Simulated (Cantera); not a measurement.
Charge: 1 mol Si₃N₄, 0.044 mol H₂O, 79 mol N₂, 0.035 mol N₂O, equilibrated at 22.0 Pa.

Cantera equilibrium calculation (NASA polynomials, part measured and part estimated; ideal gas, pure solids and liquids). Candidate condensed phases: H₂O, Si, SiO₂, Si₂N₂O, Si₃N₄; 35 gas species. Mutual solubility and eutectic melting of coexisting phases are not modelled. The tables' values for SiN are old estimates; treat these amounts as uncertain. Equilibrium is a limit: real reactors are often held back by kinetics, nucleation or transport.

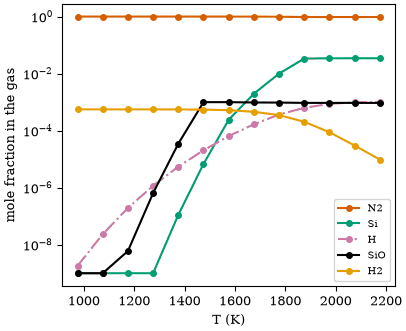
Equilibrium gas composition (values under 1e-9 drawn at 1e-9)

Task: Read off the mole fractions at 2175 K.

Result: N₂ about 0.96, Si about 0.035, H about 0.0010, SiO about 0.00094, H₂ about 9.7e-6.
